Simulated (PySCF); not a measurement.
**SiH3O− (SMILES [O-][SiH3]): levels of theory compared**

Aim: a comparison of 6 runs (B3LYP/STO-3G, M06-2X/STO-3G, PBE0/STO-3G, r2SCAN/STO-3G, wB97X-V/STO-3G, UCCSD(T)/STO-3G) of SiH3O−. The job is set up through a Python script.

The results are computed with PySCF 2.14.0.

2 further runs of the same task are left out: 2 set aside as unsound or not needed.

**1. The structure to begin with**

The species is SiH3O− (5 atoms), meant as a singlet with charge -1. As SMILES, `[O-][SiH3]`. The Si2–H5 distance was set to 1.819 Å, away from the relaxed value.

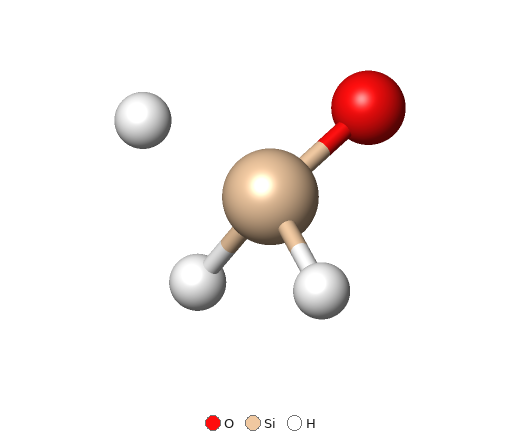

The structure, seen from a chosen angle (oxygen red, silicon light orange, hydrogen white).

**2. A single-point energy at B3LYP/STO-3G (run 1)**

Input file geometry.xyz:

```xyz
5

O     -1.647422     0.047484     0.677802
Si    -0.285952    -0.208306     0.017502
H     -0.307692    -0.471326    -1.474898
H      0.494578    -1.398516     0.539122
H      0.933480     1.135040     0.151280
```

Input file calc.py:

```python
from pyscf import gto, dft

mol = gto.M(
    atom='geometry.xyz',
    spin=0,
    basis='sto-3g',
    charge=-1,
    max_memory=1860,
    verbose=4,
)

ks = dft.RKS(mol, xc='b3lyp')
ks.grids.level = 5
ks.conv_tol = 1e-10
ks.kernel()
if not ks.converged:
    ks = ks.newton().run(ks.mo_coeff, ks.mo_occ)

e_tot = ks.e_tot
print('E(%s) = %.9f' % ('B3LYP', e_tot))
```

Run with:

```console
$ OMP_NUM_THREADS=1 python calc.py
```

Output:

```text
PySCF version 2.14.0

[... 73 lines left out ...]
converged SCF energy = -361.88059513308
E(B3LYP) = -361.880595133
```

It took 2.5 s on 1 thread of Arm Neoverse V2, shared host; peak memory 0.19 GiB.

**3. A single-point energy at M06-2X/STO-3G (run 2)**

Input file calc.py:

```python
from pyscf import gto, dft

mol = gto.M(
    atom='''
O   -1.647422   0.047484   0.677802
Si  -0.285952  -0.208306   0.017502
H   -0.307692  -0.471326  -1.474898
H    0.494578  -1.398516   0.539122
H    0.933480   1.135040   0.151280
''',
    verbose=4,
    charge=-1,
    max_memory=1860,
    basis='sto-3g',
)

mf = dft.RKS(mol, xc='m06-2x')
mf.conv_tol = 1e-10
mf.grids.level = 5
mf.kernel()
if not mf.converged:
    mf = mf.newton().run(mf.mo_coeff, mf.mo_occ)

e_tot = mf.e_tot
print('Final energy', e_tot)
```

Run with:

```console
$ OMP_NUM_THREADS=1 python calc.py
```

Output:

```text
PySCF version 2.14.0

[... 74 lines left out ...]
converged SCF energy = -361.869534195142
Final energy -361.8695341951424
```

Wall time 3.3 s (1 thread of Arm Neoverse V2, shared host); peak memory 0.19 GiB.

Runs 3 to 5 aren't shown in full; the table further down has their settings and results.

**4. A single-point energy at UCCSD(T)/STO-3G (run 6)**

Input file input.xyz:

```xyz
5

O     -1.647422     0.047484     0.677802
Si    -0.285952    -0.208306     0.017502
H     -0.307692    -0.471326    -1.474898
H      0.494578    -1.398516     0.539122
H      0.933480     1.135040     0.151280
```

Input file input.py:

```python
from pyscf import gto, scf, cc

molecule = gto.M(
    atom='input.xyz',
    charge=-1,
    verbose=3,
    basis='sto-3g',
    max_memory=1860,
    spin=0,
)

mf = scf.UHF(molecule)
mf.conv_tol = 1e-10
mf.kernel()
if not mf.converged:
    mf = mf.newton().run(mf.mo_coeff, mf.mo_occ)
for _ in range(3):
    mo, _, stable, _ = mf.stability(return_status=True)
    if stable:
        break
    mf.kernel(mf.make_rdm1(mo, mf.mo_occ))

mycc = cc.CCSD(mf, frozen=6)
mycc.kernel()
e_t = mycc.ccsd_t()
e_final = mycc.e_tot + e_t
print('E = %.10f Eh' % e_final)
```

Run with:

```console
$ OMP_NUM_THREADS=1 python input.py
```

Output:

```text
converged SCF energy = -360.895507467046  <S^2> = 2.8091307e-11  2S+1 = 1
<class 'pyscf.scf.uhf.UHF'> wavefunction is stable in the internal stability analysis
E(UCCSD) = -361.0086103966668  E_corr = -0.1131029296205046
UCCSD(T) correction = -0.0077193663544557
E = -361.0163297630 Eh
```

It took 0.72 s on 1 thread of Arm Neoverse V2, shared host; peak memory 0.12 GiB.

**5. Overview of the runs**

| run | level | nlc grid | integration grid | energy (Eh) | HOMO energy (eV) | LUMO energy (eV) | HOMO–LUMO gap (eV) | wall time |
| --- | --- | --- | --- | --- | --- | --- | --- | --- |
| 1 | B3LYP/STO-3G | – | 5 | -361.880595 | 6.18 | 13.75 | 7.57 | 2.5 s |
| 2 | M06-2X/STO-3G | – | 5 | -361.869534 | 4.43 | 14.96 | 10.53 | 3.3 s |
| 3 | PBE0/STO-3G | – | 5 | -361.678539 | 5.97 | 14.10 | 8.12 | 2.4 s |
| 4 | r2SCAN/STO-3G | – | 5 | -361.834337 | 7.18 | 13.25 | 6.07 | 3.3 s |
| 5 | wB97X-V/STO-3G | 1 | 5 | -361.799849 | 3.72 | 16.48 | 12.76 | 14 s |
| 6 | UCCSD(T)/STO-3G | – | – | -361.016330 | 2.23 | 18.29 | 16.06 | 0.72 s |

**6. Results**

```
                                                    quantity          value
                                         run 6: total energy  -361.01633 Eh
                  run 6: HOMO energy (Hartree–Fock orbitals)        2.23 eV
                  run 6: LUMO energy (Hartree–Fock orbitals)       18.29 eV
run 6: HOMO–LUMO gap (to an unbound level, set by the basis)       16.06 eV
          run 6: correlation energy (6 core orbitals frozen)     -120.8 mEh
                                       run 6: (T) correction      -7.72 mEh
                                        run 6: T1 diagnostic          0.023
```

Over runs 1, 2, 3, 4, 5 the HOMO–LUMO gap runs from 6.07 eV (r2SCAN/STO-3G) to 12.76 eV (wB97X-V/STO-3G). The empty levels of an anion lie above zero and hang on the basis. Totals of different functionals can't be ranked against each other. In runs 1, 2, 3, 4, 5, 6 the HOMO lies above zero, so the outermost electron may be held by the basis alone. In runs 1, 2, 3, 4, 5, 6 the basis is minimal, so the values are rough. All runs together took 26 s, the longest 14 s.
